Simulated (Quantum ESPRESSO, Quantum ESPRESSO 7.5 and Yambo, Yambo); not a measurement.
## A GW chain in Yambo: InSe (GaSe type monolayer)

How does a plane-wave GW calculation on InSe (GaSe type monolayer) run from the first input to the gap?

Method: PBEsol and many-body steps on it, plane waves, in Quantum ESPRESSO 7.5 and Yambo 5.3.0.

**What was measured.**

- Gap 2.84 ± 0.05 eV: optical, A exciton (c-v at Gamma) from PL; photoluminescence; 300 K; monolayer (exfoliated monolayer) (“Indirect to direct gap crossover in two-dimensional InSe revealed by ARPES”, 2019, arxiv:1901.06943).

This is a report of a sequence of runs, with most program output left out.

### 1. Starting point

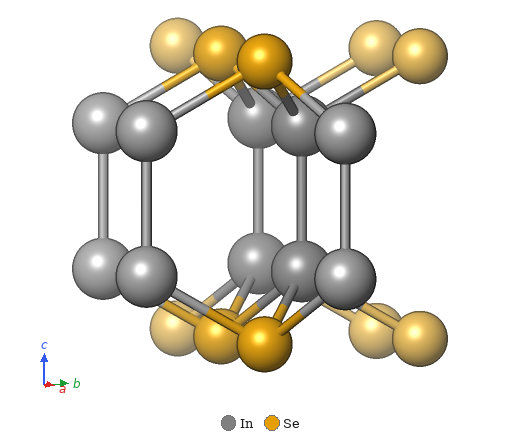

The cell as given, from the side, with the c axis up (indium grey, selenium orange). 2×1×1 cells are drawn. Some periodic images of atoms are drawn too.

The cell holds 4 atoms: 2 In and 2 Se. Cell: a = 3.957 Å, b = 3.957 Å, c = 19.000 Å, α = 90.0°, β = 90.0°, γ = 120.0°. Vacuum lies along c.

The structure was relaxed with PBEsol-D3(BJ). The runs that relaxed it are not among those shown.

### 2. Ground state

This step: Quantum ESPRESSO 7.5; DFT, PBEsol, plane waves, norm-conserving pseudopotentials.

The ground-state density comes first.

pw.in

```
&control
  calculation = 'scf'
  prefix = 'x'
  outdir = 'o'
  pseudo_dir = 'pseudo'
/
&system
  ibrav = 0
  nat = 4
  ntyp = 2
  ecutwfc = 104.0
  nbnd = 51
  force_symmorphic = .true.
/
&electrons
  conv_thr = 1e-10
  electron_maxstep = 80
  mixing_beta = 0.5
/
ATOMIC_SPECIES
  In 114.82 In.upf
  Se 78.971 Se.upf
CELL_PARAMETERS angstrom
  3.9567306721 -0.0000000000 0.0000000000
  -1.9783653360 3.4266292780 0.0000000000
  0.0000000000 0.0000000000 19.0000000000
ATOMIC_POSITIONS crystal
  In 0.3333333333 0.6666666667 0.5725359841
  In 0.3333333333 0.6666666667 0.4274640159
  Se 0.6666666667 0.3333333333 0.6409379668
  Se 0.6666666667 0.3333333333 0.3590620332
K_POINTS automatic
  9 9 1 0 0 0
```

Command:

```bash
$ OMP_NUM_THREADS=1 mpirun -n 4 pw.x -nk 4 -in pw.in > pw.out
```

Run time: 94 s. Hardware: 4 MPI ranks of Arm Neoverse V2, shared host; peak memory 1.6 GiB.

Numbers from this step:

```
total energy               : -29247.5170 eV
gap                        : 1.821 eV
k of the valence top       : 0.1111, 0.1111, 0
k of the conduction bottom : 0, 0, 0
least direct gap           : 1.903 eV
```

The gap is indirect, with the least direct gap 0.08 eV higher.

### 3. Bands along the symmetry lines

Levels along a band path, at the cheap level, show where the edges lie and whether the meshes to come will hold them.

pw.in

```
&control
  calculation = 'bands'
  prefix = 'x'
  outdir = 'o'
  pseudo_dir = 'pseudo'
/
&system
  ibrav = 0
  nat = 4
  ntyp = 2
  ecutwfc = 104.0
  nbnd = 51
  force_symmorphic = .true.
/
&electrons
  conv_thr = 1e-9
  electron_maxstep = 80
  diago_full_acc = .true.
  diago_thr_init = 5e-6
/
ATOMIC_SPECIES
  In 114.82 In.upf
  Se 78.971 Se.upf
CELL_PARAMETERS angstrom
  3.9567306721 -0.0000000000 0.0000000000
  -1.9783653360 3.4266292780 0.0000000000
  0.0000000000 0.0000000000 19.0000000000
ATOMIC_POSITIONS crystal
  In 0.3333333333 0.6666666667 0.5725359841
  In 0.3333333333 0.6666666667 0.4274640159
  Se 0.6666666667 0.3333333333 0.6409379668
  Se 0.6666666667 0.3333333333 0.3590620332
K_POINTS crystal
  25
  0.00000000 0.00000000 0.00000000 1
  0.06250000 0.00000000 0.00000000 1
  0.12500000 0.00000000 0.00000000 1
  0.18750000 0.00000000 0.00000000 1
  0.25000000 0.00000000 0.00000000 1
  0.31250000 0.00000000 0.00000000 1
  0.37500000 0.00000000 0.00000000 1
  0.43750000 0.00000000 0.00000000 1
  0.50000000 0.00000000 0.00000000 1
  0.47916667 0.04166667 0.00000000 1
  0.45833333 0.08333333 0.00000000 1
  0.43750000 0.12500000 0.00000000 1
  0.41666666 0.16666666 0.00000000 1
  0.39583333 0.20833333 0.00000000 1
  0.37500000 0.25000000 0.00000000 1
  0.35416666 0.29166666 0.00000000 1
  0.33333333 0.33333333 0.00000000 1
  0.29166666 0.29166666 0.00000000 1
  0.25000000 0.25000000 0.00000000 1
  0.20833333 0.20833333 0.00000000 1
  0.16666666 0.16666666 0.00000000 1
  0.12500000 0.12500000 0.00000000 1
  0.08333333 0.08333333 0.00000000 1
  0.04166667 0.04166667 0.00000000 1
  0.00000000 0.00000000 0.00000000 1
```

Run time: 46 s. Hardware: 4 MPI ranks; peak memory 1.2 GiB.

Numbers from this step:

```yaml
gap: 1.825 eV
k_of_the_valence_top: 0.0833, 0.0833, 0
k_of_the_conduction_bottom: 0, 0, 0
least_direct_gap: 1.903 eV
```

The gap is 1.825 eV, +0.004 eV from the run before at this level.

Electronic bands along the path, in eV, zero at the top of the highest filled band:

```tsv
point	band 42	band 43	band 44	band 45	band 46	band 47	band 48	band 49
Γ	-0.32	-0.24	-0.24	-0.08	1.82	3.00	5.22	5.27
M	-1.56	-1.45	-1.25	-0.96	2.35	2.47	4.22	4.58
K	-2.82	-1.76	-1.27	-1.08	2.51	3.31	4.08	5.03
Γ	-0.32	-0.24	-0.24	-0.08	1.82	3.00	5.22	5.27
```

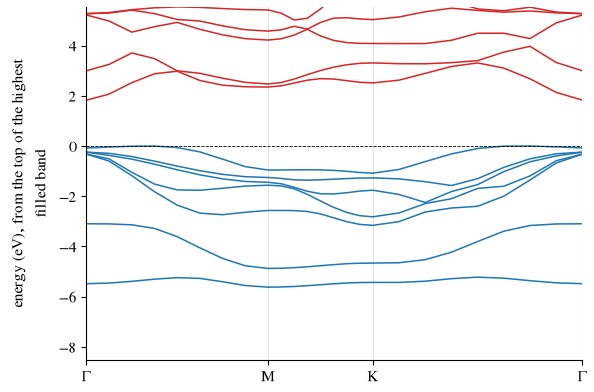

Electronic bands along the path; lines of filled and empty bands in two colours.

### 4. Empty states on the mesh, 6×6×1 mesh, 166 bands

The sums over transitions need many empty states on a uniform mesh; this step solves for them.

pw.in

```
&control
  calculation = 'nscf'
  prefix = 'x'
  outdir = 'o'
  pseudo_dir = 'pseudo'
/
&system
  ibrav = 0
  nat = 4
  ntyp = 2
  ecutwfc = 104.0
  nbnd = 166
  force_symmorphic = .true.
/
&electrons
  conv_thr = 1e-9
  electron_maxstep = 80
  diago_full_acc = .true.
  diago_thr_init = 5e-6
/
ATOMIC_SPECIES
  In 114.82 In.upf
  Se 78.971 Se.upf
CELL_PARAMETERS angstrom
  3.9567306721 -0.0000000000 0.0000000000
  -1.9783653360 3.4266292780 0.0000000000
  0.0000000000 0.0000000000 19.0000000000
ATOMIC_POSITIONS crystal
  In 0.3333333333 0.6666666667 0.5725359841
  In 0.3333333333 0.6666666667 0.4274640159
  Se 0.6666666667 0.3333333333 0.6409379668
  Se 0.6666666667 0.3333333333 0.3590620332
K_POINTS automatic
  6 6 1 0 0 0
```

It took 99 s on 4 MPI ranks; peak memory 2.2 GiB.

This step gave:

```yaml
gap: 1.823 eV
k_of_the_valence_top: 0, 0.1667, 0
k_of_the_conduction_bottom: 0, 0, 0
least_direct_gap: 1.903 eV
k_points_computed: 7
lowest_point_of_the_top_converged_band_above_the_valence_top: 34.94 eV
```

On this mesh the gap is 1.823 eV.

### 5. Conversion and set-up

This step: Yambo 5.3.0; conversion and set-up on PBEsol, plane waves, norm-conserving pseudopotentials.

The states are converted to the many-body program's format and the q mesh is built.

Command:

```bash
$ (cd o/x.save; p2y > p2y.log; mv SAVE ../..); yambo > setup.log
```

Elapsed: 4.1 s, on 1 MPI rank; peak memory 0.31 GiB.

### 6. Screening and self-energy, 6×6×1 mesh, 166 bands, screening to 108.8 eV

G0W0 replaces the xc potential by the self-energy, built once from these orbitals. Only a window of levels is corrected, while the sums run over the empty bands that the input names.

This step: G0W0 on PBEsol, plane waves, norm-conserving pseudopotentials.

gw1.in

```
HF_and_locXC
gw0
dyson
ppa
em1d
rim_cut
rim_w
RandQpts= 3000000
RandGvec= 100 RL
CUTGeo= "slab z"
RandGvecW= 9 RL
EXXRLvcs= 104 Ry
VXCRLvcs= 416 Ry
Chimod= "HARTREE"
% BndsRnXp
 1 | 166 |
%
NGsBlkXp= 8 Ry
% LongDrXp
 1 | 1 | 0 |
%
% GbndRnge
 1 | 166 |
%
DysSolver= "n"
ExtendOut
PPAPntXp= 27.21138 eV
% QPkrange
 2 | 2 | 44 | 47 |
 1 | 1 | 44 | 47 |
%
```

Command:

```bash
$ OMP_NUM_THREADS=2 mpirun -n 2 yambo -F gw1.in -J gw1 -C gw1 > gw1.log
```

Elapsed: 28 min, on 2 MPI ranks; peak memory 4 GiB.

Numbers from this step:

```
G0W0 gap on the points computed              : 3.244 eV
starting gap on the mesh                     : 1.823 eV
k of the valence top                         : 0, 0.1667, 0
k of the conduction bottom                   : 0, 0, 0
least direct G0W0 gap on the computed points : 3.314 eV
Z at the valence top                         : 0.7758
Z at the conduction bottom                   : 0.7906
```

The gap on the mesh goes from 1.82 eV to 3.24 eV, a correction of +1.42 eV.

Limits: finite bands, cutoff and mesh; no spin-orbit coupling. v1 is the top filled band, c1 the lowest empty one. Levels before and after the correction, in eV, zero at the valence-band top of each column:

```tsv
	conduction bottom	valence top
Kohn-Sham	1.82	0.00
G0W0	3.24	0.00
```

```tsv
	level	energy (eV)
Kohn-Sham	Γ v2	-0.245
Kohn-Sham	Γ v1	-0.080
Kohn-Sham	Γ c1	1.823
Kohn-Sham	Γ c2	2.994
Kohn-Sham	(0 0.167 0) v2	-0.540
Kohn-Sham	(0 0.167 0) v1	0.000
Kohn-Sham	(0 0.167 0) c1	2.779
Kohn-Sham	(0 0.167 0) c2	3.633
G0W0	Γ v2	-0.071
G0W0	Γ v1	-0.110
G0W0	Γ c1	3.244
G0W0	Γ c2	4.424
G0W0	(0 0.167 0) v2	-0.408
G0W0	(0 0.167 0) v1	0.000
G0W0	(0 0.167 0) c1	4.356
G0W0	(0 0.167 0) c2	5.013
```

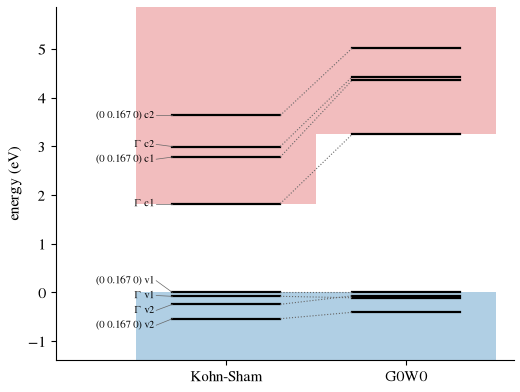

Levels before and after the correction. Shaded: valence and conduction bands.

### 7. Where the time went

Times are wall times on the hardware named with each run, good to a factor of about two.

```tsv
step	time	share	memory (GiB)
ground state	94 s	5 %	1.6
bands along the symmetry lines	46 s	2 %	1.2
empty states on the mesh	99 s	5 %	2.2
conversion and set-up	4.1 s	0 %	0.31
screening and self-energy	28 min	87 %	4.0
```

### 8. Outcome

```yaml
pbesol_gap: 1.82 eV, indirect
g0w0_gap_on_the_mesh: 3.24 eV
gw_settings: 6×6×1 mesh, 166 bands, screening to 108.8 eV, Godby-Needs plasmon pole
known_limits: not at the basis limit; no spin-orbit coupling
```

**Reading.** G0W0 moves the gap on the mesh from 1.82 eV to 3.24 eV (+1.42 eV), with Z of 0.78 and 0.79 at the edges. Only 2 of the mesh's irreducible points were corrected, so a valley elsewhere could overtake. The dearest step here is «screening and self-energy». Against experiment, by G0W0@PBEsol: the direct gap of 3.31 eV lies +0.47 eV from the measured 2.84 ± 0.05 eV (exciton, 300 K, 2019). An exciton line or allowed optical edge lies below the quasiparticle gap by the binding energy; a forbidden edge can push the onset above it. The computed sheet is free-standing; a substrate or cover screens it further and lowers both gap and binding, while the exciton line moves little. The calculation has static nuclei and no excitons; a measured gap holds zero-point and thermal motion, which mostly lowers it. Bands and cutoff are finite, so the gap is not at the basis limit. The miss can reach some tenths of an eV and take either sign; the mesh is an error of its own. In the G0W0 run levels were corrected at 2 k points alone, so a gap called «on the mesh» is the least over those, and an edge elsewhere would be missed. The many-body steps are scalar-relativistic: spin-orbit coupling is not in them.

[Paths, hosts, dates, memory and timing lines, banners, echoed tables and standing remarks are left out of the program output.]

[Logs are printed without paths, hosts, clocks, repeated set-up lines and the standing remarks that a program may print on its own settings, such as how far it seeks lower states.]

[Runs of the session that timed out or met a known fault of the program may be left out.]

[Hosts, paths, dates, database ids (printed as entryN), source tags and the programs' standing remarks are cut or masked in the printed files.]
